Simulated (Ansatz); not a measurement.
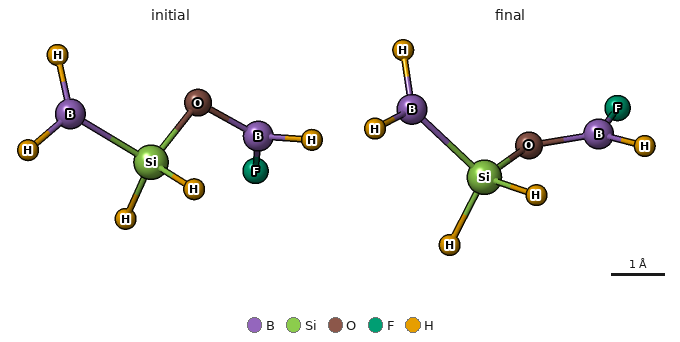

The structure of B2SiH5OF (coarse preliminary run) before (left) and after (right) a relaxation, at one scale.

The picture is a ball-and-stick view, seen at a tilt.

The start comes from a force field.

Computed with RKS PBE-D4/def2-SVP in Ansatz 0.2.0.

Input file:
```yaml
crystal:
  periodic: [false, false, false]
  atoms:
    - {symbol: B, position_ang: [-0.179600, 1.221300, 1.769100]}
    - {symbol: Si, position_ang: [-0.455200, 0.221500, 0.136200]}
    - {symbol: O, position_ang: [0.996600, -0.567500, -0.246200]}
    - {symbol: B, position_ang: [0.847100, -1.315800, -1.460000]}
    - {symbol: F, position_ang: [1.064300, -0.746900, -2.762700]}
    - {symbol: H, position_ang: [-1.133600, 1.907600, 2.184400]}
    - {symbol: H, position_ang: [0.839900, 1.276900, 2.318700]}
    - {symbol: H, position_ang: [-1.479400, -0.749400, 0.348800]}
    - {symbol: H, position_ang: [-0.825300, 1.148100, -0.917300]}
    - {symbol: H, position_ang: [0.408200, -2.446900, -1.368000]}
basis:
  gaussian: {orbitals: def2-SVP}
hamiltonian: {xc: pbe, dispersion: d4}
relax: {f_tol: 0.03, max_steps: 200}
```

Run as
```bash
ansatz run in.yaml --threads 4 --pin off --events-out ev --progress --plain --max-ram 10444MiB
```

> Describe what moved and what it gained.

The atom that moves furthest after the best rigid fit is F5 (1.26 Å). Largest moves by element: F 1.26 Å, O 0.94 Å, H 0.72 Å, Si 0.31 Å, B 0.10 Å. Among the contacts that change: B4–F5 1.438 → 1.336 Å, Si2–H8 1.427 → 1.512 Å, O3–B4 1.434 → 1.352 Å, B1–Si2 1.934 → 2.006 Å. Among the angles between lasting bonds that change: Si2–O3–B4 110.1° → 132.3°, O3–B4–H10 117.3° → 123.4°, B1–Si2–O3 108.0° → 113.0°. Groups turn about O3–B4 by about 90°, Si2–O3 by about 60°. Over 11 accepted moves (12 points after the start) the energy falls by 0.895 eV. The largest force component goes from 3.1 to 0.023 eV/Å. The line search rejected the trial step at point 9 of the run.
